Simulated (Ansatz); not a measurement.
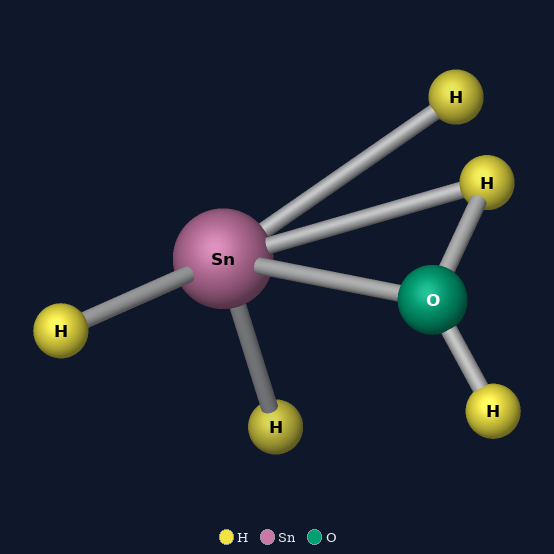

The structure as it stands in the input.

Input file:

```yaml
crystal:
  periodic: [false, false, false]
  atoms:
    - {symbol: H, position_ang: [-0.875295, 0.568775, -0.831592]}
    - {symbol: Sn, position_ang: [1.055921, 0.185286, 0.102981]}
    - {symbol: O, position_ang: [-0.878094, -0.614673, -0.402793]}
    - {symbol: H, position_ang: [0.697073, 0.682428, 1.722415]}
    - {symbol: H, position_ang: [-0.326893, 1.383915, -1.037814]}
    - {symbol: H, position_ang: [1.814927, -1.382735, 0.133120]}
    - {symbol: H, position_ang: [-1.487539, -0.822996, 0.313683]}
basis:
  gaussian: {orbitals: def2-SVPD}
magnetization: {spin_polarized: true, initial_magnetization: 1}
hamiltonian: {xc: {name: BLYP}, dispersion: d4}
md: {n_steps: 60, timestep: 0.75, temperature: 300, ensemble: nve, seed: 791, initial_velocities: maxwell_boltzmann}
```

It was started with:

```sh
ansatz run in.yaml --threads 4 --pin off --events-out ev --progress --plain --max-ram 9574MiB
```

Result (its end):

```
mean field -7954.40763471 eV, -292.3190888845 hartree, gradient 7.4e-6 eV, S^2 0.751097; 0 other end points of the search recorded, 0 dependent functions left out
the calculation of the forces begins
reference -7954.40802342 eV, -292.3191031692 hartree; 18, 17 occupied and 77, 78 virtual orbitals, 858 factors
858 factors; their error is unknown
mean field -7954.40763471 eV, -292.3190888845 hartree, gradient 8.6e-6 eV, S^2 0.751097; 1 other end points of the search recorded, 0 dependent functions left out
the calculation of the forces begins
reference -7954.40802342 eV, -292.3191031692 hartree; 18, 17 occupied and 77, 78 virtual orbitals, 858 factors
md step    60: t =    45.00 fs  T =  1490.7 K  F+E_penalty+E_count = -7954.56786701 eV  E_kin = 0.963410 eV  conserved = -7953.60445746 eV  (33 SCF iters, 3 dispersion substeps)
Total energy: -7954.56825571 eV, -292.3249915974 hartree
Atom 0 at    -1.011966     2.224381    -3.158671 Å, force    -0.140324     1.687618     0.217213 eV/Å
Atom 1 at     1.035724     0.158481     0.123287 Å, force     0.518298     1.355705     0.104520 eV/Å
Atom 2 at    -0.759939    -0.624920    -0.257666 Å, force    -0.548996    -0.357389    -0.554048 eV/Å
Atom 3 at     1.242815     0.448599     1.832966 Å, force    -0.067606    -0.144657     0.240116 eV/Å
Atom 4 at    -1.079245     3.046116    -3.059254 Å, force     0.144440    -1.696210    -0.205902 eV/Å
Atom 5 at     2.295567    -0.818791    -0.474491 Å, force     0.433542    -0.587653    -0.259976 eV/Å
Atom 6 at    -1.121749    -1.151481     0.464397 Å, force    -0.339354    -0.257413     0.458077 eV/Å
Dipole moment:     0.186895    -0.011360     0.225823 e Å
```

Self-consistency was reached.
